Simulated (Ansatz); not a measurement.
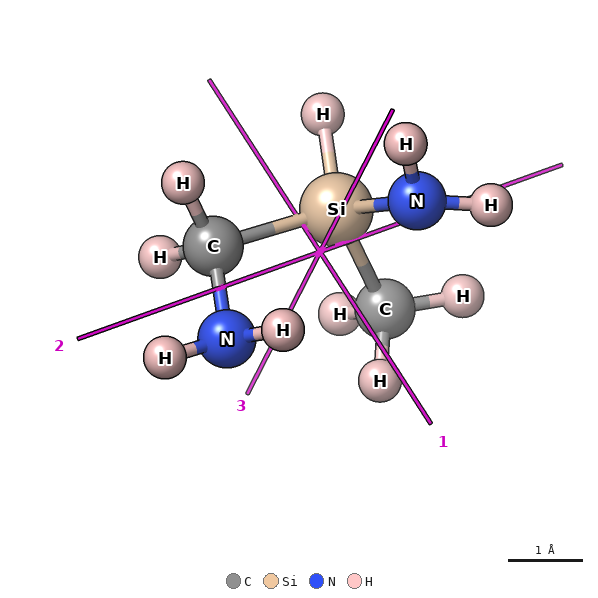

The three principal axes of inertia are drawn and numbered. Depth is shown by fading: the farther an atom, the more it takes the colour of the background. The geometry was computed by an optimisation with PBE-D4/def2-SVP. No frequency run is at hand to confirm it as a minimum. Masses are those of the most abundant isotopes; constants are for the rigid equilibrium geometry.

> Which line is the a axis (least moment of inertia), which b and which c?

a is line 2, b is line 3, c is line 1; the moments are 112, 174, 213 u Å².

> Classify the rotor and give the rotational constants (GHz).

An asymmetric top (C1): A = 4.50, B = 2.90, C = 2.37 GHz. Ray's parameter κ is −0.50, nearer the prolate limit.
